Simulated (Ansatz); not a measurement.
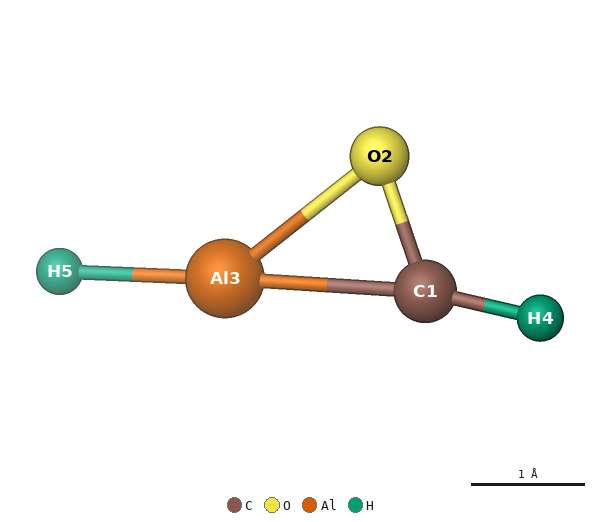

Orthographic view. Atoms fade into the background with distance from the viewer. The species has charge +1 and is a spin singlet. Computed geometry: PBE0-D4/def2-TZVP optimisation. No frequency run is at hand to confirm it as a minimum.

Write a Z-matrix (Å, degrees) in the order of the atom numbers, with these reference atoms: 2 to 1; 3 to 2, 1; 4 to 1, 2, 3; 5 to 3, 2, 1.

```
C  
O    1   1.264
Al   2   1.842   1    71.6
H    1   1.096   2   120.3   3   180.0
H    3   1.546   2   141.5   1   180.0
```
